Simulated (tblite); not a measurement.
**IPEA1-xTB run of C2H10OSi2 (SMILES C[SiH2]O[SiH2]C)**

Aim: the vertical singlet–triplet gap of C2H10OSi2 at IPEA1-xTB, from 2 runs. The job is set up through a Python script.

The results are computed with tblite 0.8.0.

21 further runs of the same task are left out: 21 set aside as unsound or not needed.

## 1. The system as given

C2H10OSi2 has 15 atoms, charge 0, and is taken as a singlet. As SMILES, `C[SiH2]O[SiH2]C`. The shape is that of a PBE0-D4/def2-TZVP optimisation. This is one conformer, not always the lowest.

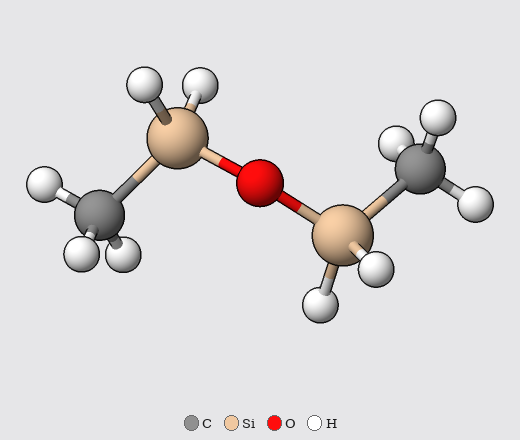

Viewed from a chosen angle; carbon grey, silicon light orange, oxygen red, hydrogen white.

## 2. Energy and gradient at IPEA1-xTB

Contents of geom.xyz:

```xyz
15

C     -2.625720     0.310300    -0.248710
Si    -1.173950    -0.669330    -0.875010
O      0.204290     0.210220    -0.800740
Si     1.347440     0.853310     0.178220
C      2.479970    -0.466230     0.838180
H     -2.484490     0.598240     0.795950
H     -2.766780     1.219460    -0.837920
H     -3.541630    -0.283550    -0.315050
H     -1.013500    -1.909330    -0.062520
H     -1.378520    -1.057260    -2.294720
H      2.111540     1.845700    -0.621250
H      0.686300     1.563810     1.310310
H      1.926560    -1.199290     1.430200
H      2.981860    -0.993370     0.023410
H      3.246620    -0.022690     1.479650
```

Contents of job.py:

```python
# IPEA1-xTB energy and gradient
import json
import numpy as np
from tblite.interface import Calculator
from tblite.interface import symbols_to_numbers

symbols = list(map(str, np.loadtxt("geom.xyz", skiprows=2, usecols=0, dtype=str, ndmin=1)))
numbers = np.array(symbols_to_numbers(symbols))
positions = np.loadtxt("geom.xyz", skiprows=2, usecols=(1, 2, 3), ndmin=2) / 0.5291772

xtb = Calculator("IPEA1-xTB", numbers, positions, charge=0, uhf=0)
xtb.set("accuracy", 0.1)
xtb.add("spin-polarization", 1.0)
sp = xtb.singlepoint()

print(f"Total energy: {sp.get('energy') * 2625.4996:.8f} kJ/mol")
eps = np.atleast_2d(sp.get("orbital-energies")) * 27.211386
occ = np.atleast_2d(sp.get("orbital-occupations"))
filled = occ.sum(axis=0) if eps.shape[0] == 1 else occ[0]
homo = np.nonzero(filled > 0.5)[0].max()
print(f"HOMO {eps[0, homo]:.4f} eV")
if homo + 1 < eps.shape[1]:
    print(f"LUMO {eps[0, homo + 1]:.4f} eV, gap {eps[0, homo + 1] - eps[0, homo]:.4f} eV")
mu = sp.get("dipole") * 2.541746
print(f"dipole: {np.linalg.norm(mu):.4f} D, components " + " ".join(f"{c:.4f}" for c in mu))
q = sp.get("charges")
g = sp.get("gradient")
print("atom     charge      dE/dx        dE/dy        dE/dz   (Eh/bohr)")
for i, s in enumerate(symbols):
    print(f"{s:<2}{i + 1:<3} {q[i]:9.4f} {g[i, 0]:12.7f} {g[i, 1]:12.7f} {g[i, 2]:12.7f}")
print(f"gradient norm {np.linalg.norm(g):.6f} Eh/bohr")
out = {k: np.asarray(sp.get(k)).tolist() for k in ("energy", "gradient", "charges", "dipole", "orbital-energies", "orbital-occupations")}
out.update(symbols=symbols, positions=(positions * 0.529177210903).tolist())
json.dump(out, open("results.json", "w"))
```

Command:

```sh
python job.py
```

The program printed:

```text
------------------------------------------------------------
  cycle        total energy    energy error   density error
------------------------------------------------------------
      1     -19.04046037798  -1.9283578E+01   3.4791973E-01
      2     -19.13093952759  -9.0479150E-02   1.8890178E-01
      3     -19.05832129695   7.2618231E-02   1.1386160E-01
      4     -19.17738733455  -1.1906604E-01   5.7119856E-03
      5     -19.17764409872  -2.5676417E-04   2.6681175E-03
      6     -19.17771798544  -7.3886722E-05   7.1448652E-04
      7     -19.17772145799  -3.4725493E-06   1.8258819E-04
      8     -19.17772158875  -1.3076431E-07   4.0523020E-05
      9     -19.17772160301  -1.4252201E-08   1.1732468E-05
     10     -19.17772160182   1.1847874E-09   1.0909249E-05
     11     -19.17772160360  -1.7746409E-09   8.4078888E-07
------------------------------------------------------------

 total:                                   0.014 sec
Total energy: -50351.10039915 kJ/mol
HOMO -11.7967 eV
LUMO -6.2631 eV, gap 5.5336 eV
dipole: 1.1883 D, components -0.2793 -0.2952 1.1166
atom     charge      dE/dx        dE/dy        dE/dz   (Eh/bohr)
C 1     -0.1085   -0.0001730    0.0034337    0.0013465
Si2      0.2188   -0.0167574    0.0322223    0.0212398
O 3     -0.2367    0.0036713    0.0037004   -0.0141958
Si4      0.2187    0.0094270   -0.0400214    0.0083164
C 5     -0.1086    0.0000025   -0.0036352   -0.0005249
H 6      0.0418    0.0049671   -0.0045759   -0.0040441
H 7      0.0434    0.0057347   -0.0056557   -0.0017174
H 8      0.0398    0.0071244   -0.0038861   -0.0024737
H 9     -0.0598    0.0022663   -0.0182279    0.0128126
H 10    -0.0571   -0.0035977   -0.0050792   -0.0196893
H 11    -0.0571    0.0113112    0.0134077   -0.0108809
H 12    -0.0598   -0.0100404    0.0100183    0.0173418
H 13     0.0418   -0.0031835    0.0065072   -0.0031271
H 14     0.0434   -0.0050470    0.0064120   -0.0011876
H 15     0.0399   -0.0057055    0.0053797   -0.0032160
gradient norm 0.077754 Eh/bohr
```

Wall time 0.16 s (1 thread of Arm Neoverse V1, shared host).

## 3. The triplet

Contents of calc.py:

```python
import json
import numpy as np
from tblite.interface import Calculator
from tblite.interface import symbols_to_numbers

geometry = """
C     -2.625720     0.310300    -0.248710
Si    -1.173950    -0.669330    -0.875010
O      0.204290     0.210220    -0.800740
Si     1.347440     0.853310     0.178220
C      2.479970    -0.466230     0.838180
H     -2.484490     0.598240     0.795950
H     -2.766780     1.219460    -0.837920
H     -3.541630    -0.283550    -0.315050
H     -1.013500    -1.909330    -0.062520
H     -1.378520    -1.057260    -2.294720
H      2.111540     1.845700    -0.621250
H      0.686300     1.563810     1.310310
H      1.926560    -1.199290     1.430200
H      2.981860    -0.993370     0.023410
H      3.246620    -0.022690     1.479650
"""
lines = [l.split() for l in geometry.strip().splitlines()]
symbols = [l[0] for l in lines]
numbers = np.array(symbols_to_numbers(symbols))
positions = np.array([l[1:4] for l in lines], float) / 0.529177210903

calc = Calculator("IPEA1-xTB", numbers, positions, charge=0, uhf=2)
calc.set("accuracy", 0.1)
calc.add("spin-polarization", 1.0)
wfn = calc.singlepoint()

print(f"E(total): {wfn.get('energy') * 627.5095:.8f} kcal/mol")
eps = np.atleast_2d(wfn.get("orbital-energies")) * 27.211386
occ = np.atleast_2d(wfn.get("orbital-occupations"))
filled = occ.sum(axis=0) if eps.shape[0] == 1 else occ[0]
homo = np.nonzero(filled > 0.5)[0].max()
print(f"HOMO {eps[0, homo]:.4f} eV")
if homo + 1 < eps.shape[1]:
    print(f"LUMO {eps[0, homo + 1]:.4f} eV, gap {eps[0, homo + 1] - eps[0, homo]:.4f} eV")
mu = wfn.get("dipole") * 2.541746
print(f"dipole: {np.linalg.norm(mu):.4f} D, components " + " ".join(f"{c:.4f}" for c in mu))
q = wfn.get("charges")
g = wfn.get("gradient")
print("atom     charge      dE/dx        dE/dy        dE/dz   (Eh/bohr)")
for i, s in enumerate(symbols):
    print(f"{s:<2}{i + 1:<3} {q[i]:9.4f} {g[i, 0]:12.7f} {g[i, 1]:12.7f} {g[i, 2]:12.7f}")
print(f"gradient norm {np.linalg.norm(g):.6f} Eh/bohr")
out = {k: np.asarray(wfn.get(k)).tolist() for k in ("energy", "gradient", "charges", "dipole", "orbital-energies", "orbital-occupations")}
out.update(symbols=symbols, positions=(positions * 0.529177210903).tolist())
json.dump(out, open("results.json", "w"))
```

Command:

```sh
python calc.py
```

The program printed:

```text
------------------------------------------------------------
  cycle        total energy    energy error   density error
------------------------------------------------------------
      1     -18.73046929009  -1.8973587E+01   3.3688476E-01
      2     -18.64342811290   8.7041177E-02   2.2064438E-01
      3     -18.43322179574   2.1020632E-01   1.6903851E-01
      4     -18.89243381333  -4.5921202E-01   8.1423442E-02
      5     -18.89922137615  -6.7875628E-03   7.6178732E-02
      6     -18.95269813226  -5.3476756E-02   3.8332024E-02
      7     -18.96460220322  -1.1904071E-02   2.2258932E-02
      8     -18.96736735626  -2.7651530E-03   1.3121785E-02
      9     -18.96928913542  -1.9217792E-03   3.3041755E-03
     10     -18.96897673586   3.1239956E-04   5.6803720E-03
     11     -18.96929772433  -3.2098847E-04   1.9549444E-03
     12     -18.96933147042  -3.3746084E-05   7.5776218E-04
     13     -18.96933875365  -7.2832361E-06   3.1005956E-04
     14     -18.96933956185  -8.0819714E-07   8.4470022E-05
     15     -18.96933957590  -1.4047291E-08   5.6347747E-05
     16     -18.96933958025  -4.3548205E-09   4.0653921E-05
     17     -18.96933959258  -1.2331707E-08   2.9837102E-05
     18     -18.96933960064  -8.0529539E-09   1.0196767E-05
     19     -18.96933960220  -1.5664128E-09   4.7624107E-06
     20     -18.96933960222  -1.6484591E-11   3.8139203E-06
     21     -18.96933960239  -1.7070434E-10   1.1194832E-06
------------------------------------------------------------

 total:                                   0.023 sec
E(total): -11903.44080923 kcal/mol
HOMO -6.1199 eV
LUMO -5.8628 eV, gap 0.2571 eV
dipole: 2.0605 D, components -0.4450 -0.5105 1.9460
atom     charge      dE/dx        dE/dy        dE/dz   (Eh/bohr)
C 1     -0.0570    0.0291459   -0.0082937   -0.0090771
Si2      0.1432   -0.0346631    0.0450236    0.0398287
O 3     -0.2604    0.0046243    0.0047168   -0.0179503
Si4      0.1433    0.0185469   -0.0617158    0.0243674
C 5     -0.0576   -0.0227305    0.0147074   -0.0158920
H 6      0.0488   -0.0009374   -0.0010403   -0.0023167
H 7      0.0551   -0.0001145   -0.0019159    0.0007437
H 8      0.0281    0.0022464   -0.0018859   -0.0011626
H 9     -0.0369    0.0098934   -0.0178364    0.0101463
H 10    -0.0514    0.0081782   -0.0017825   -0.0211445
H 11    -0.0514    0.0019390    0.0125318   -0.0188856
H 12    -0.0373   -0.0155454    0.0117741    0.0117568
H 13     0.0492    0.0016988    0.0019157   -0.0008400
H 14     0.0554   -0.0004857    0.0013244    0.0014834
H 15     0.0289   -0.0017963    0.0024766   -0.0010574
gradient norm 0.118445 Eh/bohr
```

Wall time 0.16 s (1 thread of Arm Neoverse V1, shared host).

## 4. Outcome

At IPEA1-xTB:

```
                                        quantity         value
                           singlet: total energy  -19.17772 Eh
                          singlet: dipole moment        1.19 D
                            singlet: HOMO energy     -11.80 eV
                            singlet: LUMO energy      -6.26 eV
                          singlet: HOMO–LUMO gap       5.53 eV
               singlet: largest force on an atom    2.164 eV/Å
                           triplet: total energy  -18.96934 Eh
                          triplet: dipole moment        2.06 D
  triplet: HOMO energy (as the program lists it)      -6.12 eV
  triplet: LUMO energy (as the program lists it)      -5.86 eV
               triplet: largest force on an atom    3.568 eV/Å
vertical energy of the triplet above the singlet      5.670 eV
```

**Reading.** At this shape the triplet lies 5.67 eV (547 kJ/mol) above the singlet. The largest force (singlet) is 2.16 eV/Å: the shape isn't a stationary point for this species at this level. Mulliken charges (triplet) run from -0.26 on O3 to +0.14 on Si4.
